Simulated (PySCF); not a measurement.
# C₂H₃FO₂, SMILES `O=C=O.CF`: electronic structure

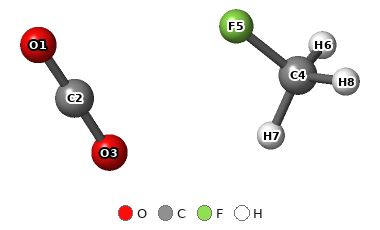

The molecule, with its atoms numbered as below. The pair's geometry is semi-empirical, so its contact may be too short or too long.

Geometry (Å), atoms numbered from 1:

```
O1      -1.9721    0.8369    0.0022
C2      -1.4410   -0.1742    0.0000
O3      -0.9310   -1.1995   -0.0017
C4       2.2056   -0.2336    0.0030
F5       1.2582    0.7525   -0.0040
H6       2.7571   -0.1755   -0.9356
H7       1.6915   -1.1904    0.0954
H8       2.8650   -0.0588    0.8534
```

Part 1: Bonding charge

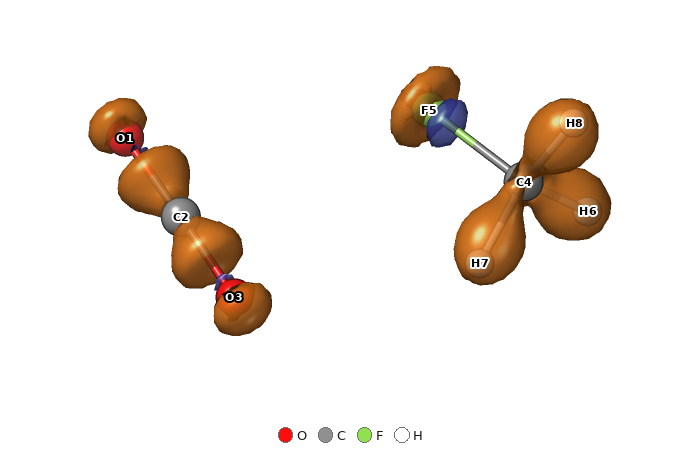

Deformation density (molecule less spherical, spin-averaged free atoms at the same positions), surfaces at ±0.3 e/Å³; orange: gain, blue: loss.

Level of theory: TPSS/def2-TZVP (PySCF), at a geometry from GFN2-xTB.

**Describe the bonding that the map shows.**

O1–C2: +0.81 e/Å³ at the bond critical point (bond length 1.14 Å, Mayer order 2.2). C2–O3: +0.80 e/Å³ at the bond critical point (bond length 1.15 Å, Mayer order 2.1). C4–H7: +0.78 e/Å³ at the bond critical point (bond length 1.09 Å, Mayer order 1.0). C4–H6: +0.77 e/Å³ at the bond critical point (bond length 1.09 Å, Mayer order 1.0). C4–H8: +0.77 e/Å³ at the bond critical point (bond length 1.09 Å, Mayer order 1.0). C4–F5: −0.09 e/Å³ at the bond critical point (bond length 1.37 Å, Mayer order 1.0); up to 0.6 Å beside the axis the gain reaches +0.21 e/Å³. In all, 1.7 electrons gather in the regions of gain relative to the promolecule. A small or negative value marks a very polar bond, one between electron-rich atoms, whose free-atom densities already overlap strongly, a long bond to a heavier atom, or a closed-shell contact such as a hydrogen bond.

Part 2: Bond critical points

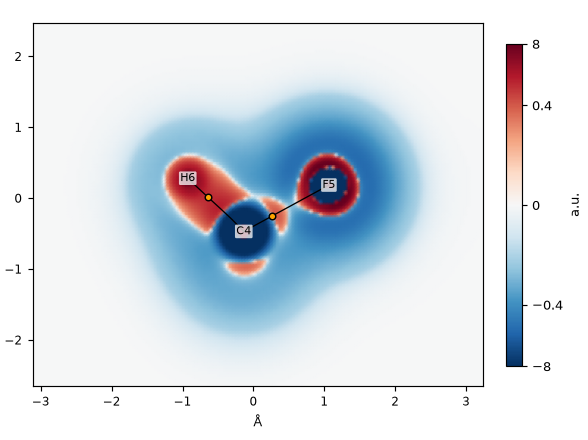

Negative Laplacian of the density (−∇²ρ) in the plane of C4, F5 and H6 (red positive, blue negative, colour scale in a.u., logarithmic beyond ±0.04), with bond paths and bond critical points (dots).

**At which bond critical points in this plane is charge locally concentrated, and at which depleted?**

Concentrated (∇²ρ < 0): C4–H6 (−1.04 a.u.); C4–F5 (−0.10 a.u.). At none is it depleted.

**Where along C4–F5 does the critical point lie?**

0.46 Å from C4 and 0.91 Å from F5.

Part 3: Local ionisation energy

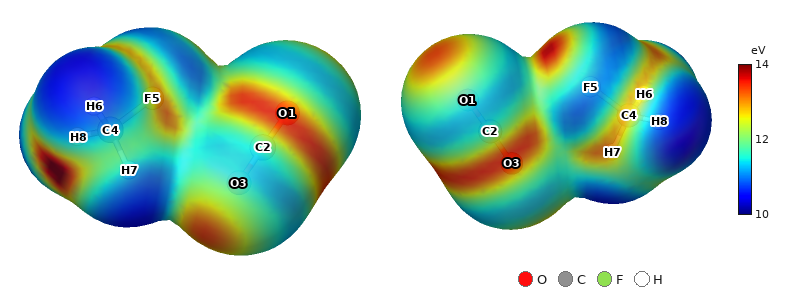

Average local ionisation energy on the surface of electron density 0.001 a.u. (back view left, front view right).

**Where are the most loosely bound electrons on this surface?**

The lowest value is 10.4 eV, 1.3 Å from H6, and at like points elsewhere. Further minima include 10.5 eV, 1.4 Å from H7; 10.8 eV, 1.7 Å from F5; 10.9 eV, 1.7 Å from F5. For comparison, the highest occupied orbital lies at −8.2 eV.

Part 4: Binding density

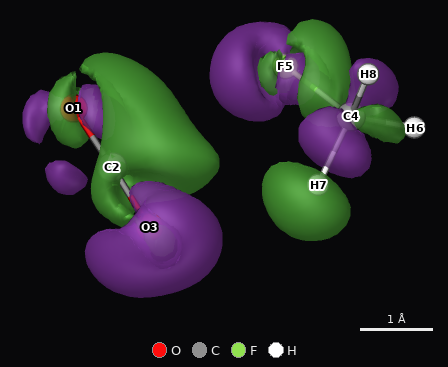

Density of the complex less the densities of the two fragments at the same geometry, ±0.002 e/Å³ (purple: gain, green: loss). Fragment A: CO2 (atoms 1–3); fragment B: H3CF.

Method: TPSS/def2-TZVP; geometry: GFN2-xTB; program: PySCF.

**How is the density rearranged on binding?**

Hirshfeld charges show almost no net transfer (under 0.005 e). By Hirshfeld charges, electrons gather most on O3 (−0.011 e) and leave C2 most (+0.006 e); 0.04 e is displaced in all, which induces a dipole of 0.12 D.

**What is the interaction energy, and which contacts carry it?**

The counterpoise-corrected interaction energy of the frozen fragments is −0.6 kcal/mol without dispersion correction and −1.6 kcal/mol with D3(BJ). The pair geometry is semi-empirical, not a minimum at this level. Contacts: O3···F5, 2.93 Å, ρ = 0.008 a.u.; O3···H7, weak C–H hydrogen bond, 2.62 Å, ρ = 0.006 a.u. The pose is a local one from a semi-empirical search, not shown to be the most stable.

The PySCF runs shown took 26 s and 59 s on 1 thread of Intel(R) Xeon(R) Platinum 8488C (Sapphire Rapids), with other jobs on the host.
